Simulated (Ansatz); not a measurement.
# Run report: C2H5F3GeO, molecular dynamics (part 2 of 2)

Continued. System: C2H5F3GeO, SMILES FC(F)(F)C[O][GeH3]. Method: RKS PBE-d3bj/def2-SVP (Ansatz 0.2.0). The geometry comes from this level: PBE0-D4/def2-TZVP.

Geometry of the input (Å):
```
F  -1.5937  -1.2338  2.1171
C  -1.3147  -1.1300  0.8086
F  -2.4389  -0.7807  0.1811
F  -0.9666  -2.3413  0.3713
C  -0.2109  -0.1135  0.6076
O  0.0705  -0.0129  -0.7494
Ge 1.3702  1.0908  -1.2846
H  -0.5680  0.8307  1.0419
H  0.6477  -0.4596  1.1997
H  1.3972  0.9310  -2.8037
H  1.0020  2.5184  -0.8418
H  2.6822  0.6458  -0.6137
```

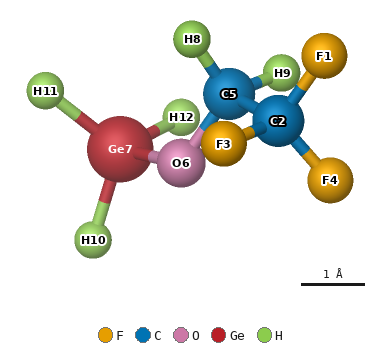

**Figure 1.** The geometry at step 14 of the log (ball-and-stick view, seen at a tilt; atoms are numbered from 1 in the order of the input).

## Trajectory as extended XYZ, continued
```
12
Properties=species:S:1:pos:R:3:forces:R:3 step=7 time_fs=3.5 energy=-68834.00828 temperature=353.9
F    -1.5847   -1.2503    2.1138   -0.1708   0.1135   0.5982
C    -1.2992   -1.1364    0.7976   -0.8814   0.6754   0.4042
F    -2.4268   -0.7411    0.1703   -0.3136  -0.2031  -0.2037
F    -0.9501   -2.3283    0.3829    0.2789  -1.4635  -0.8309
C    -0.2229   -0.1223    0.6148   -0.1229   0.1774  -0.6146
O     0.0492   -0.0144   -0.7675   -0.2007  -0.2068   0.5542
Ge    1.3684    1.0868   -1.2806    0.6035  -0.2666  -0.1261
H    -0.6647    0.7964    1.0682    0.4827   0.1978   0.0418
H     0.6065   -0.5404    1.2095    0.5747   0.3639   0.2213
H     1.5089    0.8163   -2.7897   -0.0539   0.0604  -0.0875
H     0.9068    2.5139   -0.9547    0.0757   0.3118   0.0898
H     2.6879    0.6337   -0.5471   -0.2723   0.2399  -0.0467
12
Properties=species:S:1:pos:R:3:forces:R:3 step=8 time_fs=4.0 energy=-68833.98909 temperature=366.0
F    -1.5837   -1.2528    2.1132   -0.1795   0.1213   0.5637
C    -1.2972   -1.1381    0.7959   -0.9925   0.7914   0.4651
F    -2.4251   -0.7356    0.1684   -0.2782  -0.2782  -0.1752
F    -0.9478   -2.3272    0.3834    0.2752  -1.5684  -0.8975
C    -0.2248   -0.1230    0.6146    0.0658   0.2066  -0.4376
O     0.0464   -0.0148   -0.7696   -0.1864  -0.1940   0.6435
Ge    1.3684    1.0862   -1.2802    0.5673  -0.2276  -0.1524
H    -0.6757    0.7962    1.0734    0.5887   0.0649  -0.0426
H     0.6085   -0.5498    1.2162    0.3664   0.5155   0.0450
H     1.5243    0.8023   -2.7885   -0.0657   0.0762  -0.0437
H     0.8916    2.5174   -0.9695    0.1198   0.2319   0.0732
H     2.6835    0.6341   -0.5373   -0.2807   0.2605  -0.0416
12
Properties=species:S:1:pos:R:3:forces:R:3 step=9 time_fs=4.5 energy=-68833.96502 temperature=360.0
F    -1.5824   -1.2553    2.1126   -0.1959   0.1281   0.5315
C    -1.2957   -1.1396    0.7944   -1.0723   0.9071   0.5199
F    -2.4232   -0.7303    0.1659   -0.2530  -0.3489  -0.1439
F    -0.9456   -2.3260    0.3835    0.2701  -1.6710  -0.9594
C    -0.2267   -0.1237    0.6142    0.2637   0.2239  -0.2234
O     0.0433   -0.0153   -0.7713   -0.1602  -0.1734   0.7108
Ge    1.3682    1.0855   -1.2797    0.5246  -0.1805  -0.1655
H    -0.6856    0.7965    1.0793    0.6916  -0.0689  -0.1317
H     0.6123   -0.5589    1.2236    0.1349   0.6704  -0.1461
H     1.5394    0.7877   -2.7866   -0.0771   0.0931  -0.0047
H     0.8756    2.5211   -0.9834    0.1694   0.1395   0.0538
H     2.6795    0.6354   -0.5265   -0.2959   0.2807  -0.0414
12
Properties=species:S:1:pos:R:3:forces:R:3 step=10 time_fs=5.0 energy=-68833.93704 temperature=325.1
F    -1.5810   -1.2574    2.1123   -0.2193   0.1342   0.5026
C    -1.2947   -1.1409    0.7934   -1.1140   1.0149   0.5484
F    -2.4214   -0.7252    0.1631   -0.2280  -0.4158  -0.1029
F    -0.9434   -2.3247    0.3835    0.2585  -1.7591  -1.0092
C    -0.2280   -0.1242    0.6134    0.4284   0.2250  -0.0015
O     0.0398   -0.0160   -0.7729   -0.1221  -0.1453   0.7615
Ge    1.3680    1.0849   -1.2791    0.4728  -0.1311  -0.1885
H    -0.6942    0.7967    1.0850    0.7861  -0.1853  -0.2155
H     0.6170   -0.5671    1.2309   -0.0859   0.8127  -0.3303
H     1.5533    0.7724   -2.7850   -0.0896   0.1150   0.0434
H     0.8606    2.5255   -0.9961    0.2215   0.0370   0.0326
H     2.6753    0.6371   -0.5161   -0.3084   0.2979  -0.0405
12
Properties=species:S:1:pos:R:3:forces:R:3 step=11 time_fs=5.5 energy=-68833.90727 temperature=303.6
F    -1.5795   -1.2592    2.1123   -0.2471   0.1372   0.4754
C    -1.2940   -1.1421    0.7929   -1.1405   1.1118   0.5505
F    -2.4199   -0.7204    0.1600   -0.1971  -0.4824  -0.0513
F    -0.9412   -2.3235    0.3834    0.2412  -1.8307  -1.0460
C    -0.2292   -0.1247    0.6126    0.5510   0.2270   0.1838
O     0.0361   -0.0167   -0.7745   -0.0815  -0.1142   0.8065
Ge    1.3677    1.0842   -1.2784    0.4052  -0.0834  -0.2360
H    -0.7019    0.7962    1.0906    0.8660  -0.2754  -0.2902
H     0.6211   -0.5737    1.2371   -0.2606   0.9252  -0.4812
H     1.5664    0.7580   -2.7843   -0.1036   0.1395   0.1059
H     0.8466    2.5301   -1.0086    0.2722  -0.0628   0.0146
H     2.6700    0.6390   -0.5063   -0.3051   0.3084  -0.0319
12
Properties=species:S:1:pos:R:3:forces:R:3 step=12 time_fs=6.0 energy=-68833.87878 temperature=299.5
F    -1.5777   -1.2606    2.1124   -0.2806   0.1360   0.4574
C    -1.2937   -1.1431    0.7928   -1.1509   1.1887   0.5285
F    -2.4187   -0.7160    0.1568   -0.1663  -0.5473   0.0049
F    -0.9389   -2.3226    0.3830    0.2171  -1.8805  -1.0699
C    -0.2307   -0.1253    0.6118    0.6294   0.2503   0.3163
O     0.0321   -0.0175   -0.7762   -0.0380  -0.0814   0.8434
Ge    1.3676    1.0836   -1.2777    0.3226  -0.0285  -0.2871
H    -0.7084    0.7955    1.0957    0.9290  -0.3450  -0.3556
H     0.6237   -0.5778    1.2413   -0.3759   0.9982  -0.5862
H     1.5795    0.7452   -2.7841   -0.1179   0.1625   0.1714
H     0.8322    2.5353   -1.0216    0.3274  -0.1698  -0.0012
H     2.6638    0.6412   -0.4961   -0.2960   0.3168  -0.0220
12
Properties=species:S:1:pos:R:3:forces:R:3 step=13 time_fs=6.5 energy=-68833.85475 temperature=292.7
F    -1.5759   -1.2619    2.1124   -0.3139   0.1363   0.4423
C    -1.2935   -1.1436    0.7928   -1.1545   1.2200   0.4963
F    -2.4174   -0.7116    0.1537   -0.1420  -0.6082   0.0581
F    -0.9365   -2.3218    0.3825    0.1851  -1.9003  -1.0825
C    -0.2322   -0.1262    0.6109    0.6756   0.2906   0.3845
O     0.0280   -0.0181   -0.7778    0.0078  -0.0530   0.8604
Ge    1.3674    1.0829   -1.2771    0.2376   0.0220  -0.3258
H    -0.7137    0.7940    1.0983    0.9690  -0.3781  -0.3915
H     0.6245   -0.5799    1.2430   -0.4288   1.0340  -0.6391
H     1.5932    0.7328   -2.7830   -0.1318   0.1823   0.2239
H     0.8175    2.5402   -1.0353    0.3831  -0.2719  -0.0133
H     2.6573    0.6435   -0.4852   -0.2872   0.3263  -0.0132
12
Properties=species:S:1:pos:R:3:forces:R:3 step=14 time_fs=7.0 energy=-68833.83764 temperature=282.2
F    -1.5742   -1.2631    2.1124   -0.3445   0.1365   0.4229
C    -1.2935   -1.1439    0.7927   -1.1620   1.2049   0.4598
F    -2.4161   -0.7073    0.1505   -0.1196  -0.6680   0.1093
F    -0.9342   -2.3217    0.3819    0.1446  -1.8863  -1.0819
C    -0.2341   -0.1275    0.6101    0.7096   0.3501   0.3898
O     0.0238   -0.0184   -0.7794    0.0530  -0.0306   0.8609
Ge    1.3672    1.0824   -1.2765    0.1558   0.0543  -0.3538
H    -0.7183    0.7917    1.0984    0.9891  -0.3814  -0.3991
H     0.6240   -0.5802    1.2419   -0.4352   1.0396  -0.6472
H     1.6074    0.7221   -2.7810   -0.1449   0.1963   0.2625
H     0.8042    2.5438   -1.0492    0.4290  -0.3484  -0.0188
H     2.6502    0.6464   -0.4737   -0.2749   0.3330  -0.0043
12
Properties=species:S:1:pos:R:3:forces:R:3 step=15 time_fs=7.5 energy=-68833.82793 temperature=261.9
F    -1.5725   -1.2641    2.1124   -0.3753   0.1354   0.3976
C    -1.2939   -1.1442    0.7923   -1.1513   1.1719   0.4308
F    -2.4150   -0.7032    0.1475   -0.1032  -0.7262   0.1561
F    -0.9318   -2.3221    0.3812    0.0968  -1.8491  -1.0733
C    -0.2360   -0.1289    0.6092    0.7305   0.4190   0.3560
O     0.0196   -0.0187   -0.7811    0.0993  -0.0102   0.8541
Ge    1.3671    1.0820   -1.2760    0.0716   0.0749  -0.3865
H    -0.7208    0.7895    1.0976    0.9878  -0.3683  -0.3937
H     0.6227   -0.5783    1.2394   -0.4103   1.0175  -0.6298
H     1.6217    0.7134   -2.7792   -0.1581   0.2072   0.3011
H     0.7927    2.5463   -1.0626    0.4655  -0.4055  -0.0206
H     2.6422    0.6507   -0.4618   -0.2532   0.3334   0.0081
12
Properties=species:S:1:pos:R:3:forces:R:3 step=16 time_fs=8.0 energy=-68833.82412 temperature=244.8
F    -1.5708   -1.2650    2.1125   -0.4040   0.1364   0.3694
C    -1.2942   -1.1444    0.7917   -1.1356   1.1323   0.4167
F    -2.4140   -0.6993    0.1446   -0.0857  -0.7826   0.1981
F    -0.9293   -2.3228    0.3807    0.0480  -1.8044  -1.0657
C    -0.2376   -0.1304    0.6084    0.7367   0.4786   0.2777
O     0.0155   -0.0191   -0.7832    0.1473   0.0107   0.8470
Ge    1.3670    1.0817   -1.2754   -0.0173   0.0864  -0.4336
H    -0.7210    0.7865    1.0957    0.9597  -0.3229  -0.3712
H     0.6208   -0.5742    1.2359   -0.3522   0.9677  -0.5883
H     1.6346    0.7055   -2.7780   -0.1699   0.2190   0.3445
H     0.7821    2.5481   -1.0757    0.4961  -0.4501  -0.0196
H     2.6339    0.6560   -0.4507   -0.2229   0.3288   0.0250
12
Properties=species:S:1:pos:R:3:forces:R:3 step=17 time_fs=8.5 energy=-68833.82441 temperature=240.7
F    -1.5693   -1.2660    2.1125   -0.4296   0.1414   0.3370
C    -1.2947   -1.1444    0.7910   -1.1181   1.0607   0.4108
F    -2.4130   -0.6956    0.1418   -0.0705  -0.8340   0.2362
F    -0.9269   -2.3237    0.3804   -0.0034  -1.7445  -1.0549
C    -0.2393   -0.1320    0.6076    0.7370   0.5359   0.1619
O     0.0114   -0.0194   -0.7852    0.1946   0.0339   0.8314
Ge    1.3668    1.0815   -1.2750   -0.1031   0.0884  -0.4833
H    -0.7201    0.7822    1.0937    0.9118  -0.2436  -0.3341
H     0.6188   -0.5683    1.2302   -0.2658   0.8923  -0.5160
H     1.6449    0.6978   -2.7773   -0.1780   0.2313   0.3901
H     0.7721    2.5494   -1.0887    0.5234  -0.4855  -0.0164
H     2.6264    0.6622   -0.4398   -0.1984   0.3237   0.0372
12
Properties=species:S:1:pos:R:3:forces:R:3 step=18 time_fs=9.0 energy=-68833.82767 temperature=237.0
F    -1.5679   -1.2670    2.1130   -0.4522   0.1480   0.2929
C    -1.2953   -1.1439    0.7903   -1.1013   0.9608   0.4150
F    -2.4118   -0.6920    0.1391   -0.0644  -0.8783   0.2724
F    -0.9249   -2.3245    0.3799   -0.0543  -1.6720  -1.0368
C    -0.2413   -0.1335    0.6070    0.7382   0.6047   0.0101
O     0.0073   -0.0197   -0.7868    0.2413   0.0593   0.8012
Ge    1.3667    1.0814   -1.2744   -0.1825   0.0798  -0.5260
H    -0.7180    0.7780    1.0910    0.8455  -0.1440  -0.2834
H     0.6167   -0.5601    1.2227   -0.1507   0.7920  -0.4121
H     1.6545    0.6907   -2.7768   -0.1849   0.2424   0.4364
H     0.7627    2.5500   -1.1012    0.5471  -0.5124  -0.0120
H     2.6195    0.6690   -0.4284   -0.1819   0.3196   0.0422
12
Properties=species:S:1:pos:R:3:forces:R:3 step=19 time_fs=9.5 energy=-68833.83310 temperature=245.3
F    -1.5664   -1.2677    2.1136   -0.4762   0.1494   0.2528
C    -1.2960   -1.1433    0.7900   -1.0678   0.8508   0.4036
F    -2.4104   -0.6885    0.1365   -0.0636  -0.9175   0.3094
F    -0.9231   -2.3255    0.3788   -0.1071  -1.5805  -1.0050
C    -0.2434   -0.1347    0.6067    0.7186   0.6596  -0.1900
O     0.0033   -0.0200   -0.7883    0.2847   0.0814   0.7710
Ge    1.3666    1.0812   -1.2739   -0.2556   0.0631  -0.5644
H    -0.7149    0.7735    1.0872    0.7566  -0.0127  -0.2142
H     0.6141   -0.5492    1.2147    0.0015   0.6670  -0.2816
H     1.6637    0.6847   -2.7764   -0.1900   0.2505   0.4804
H     0.7540    2.5496   -1.1139    0.5660  -0.5269  -0.0052
H     2.6122    0.6759   -0.4160   -0.1670   0.3158   0.0432
12
Properties=species:S:1:pos:R:3:forces:R:3 step=20 time_fs=10.0 energy=-68833.84058 temperature=266.6
F    -1.5648   -1.2683    2.1142   -0.5028   0.1476   0.2196
C    -1.2971   -1.1427    0.7900   -0.9931   0.7258   0.3688
F    -2.4092   -0.6854    0.1341   -0.0691  -0.9545   0.3447
F    -0.9212   -2.3270    0.3774   -0.1703  -1.4576  -0.9581
C    -0.2454   -0.1354    0.6061    0.6789   0.6542  -0.4120
O    -0.0005   -0.0201   -0.7897    0.3234   0.1016   0.7303
Ge    1.3665    1.0807   -1.2735   -0.3135   0.0341  -0.5865
H    -0.7104    0.7675    1.0828    0.6326   0.1819  -0.1217
H     0.6108   -0.5361    1.2069    0.1853   0.5208  -0.1367
H     1.6727    0.6785   -2.7748   -0.1908   0.2542   0.5100
H     0.7467    2.5476   -1.1271    0.5751  -0.5206   0.0037
H     2.6041    0.6831   -0.4019   -0.1557   0.3124   0.0379
```

## Summary

```csv
quantity,value
outcome,finished
mean temperature over the second half,273 K
trajectory,"20 steps, 10 fs"
ensemble,nvt_langevin
temperature in the input,500 K
time step,0.5 fs
potential energy (last step),−68833.8406 eV
mean-field energy (last step),−68833.6160 eV
dispersion energy (last step),−0.2246 eV
SCF solution under orbital rotations (last step),stable
largest force (length of the vector) (last step),1.753 eV/Å
dipole moment (last step),2.98 D
wall time,30 s (CPU time 1.8 min)
peak memory,0.22 GiB
```

## Notes

So short a trajectory is not equilibrated. The logged temperature at the start can lie below the typed one, since it is counted over all degrees of freedom. The temperature stays far from the 500 K of the thermostat over the second half: the run isn't equilibrated.
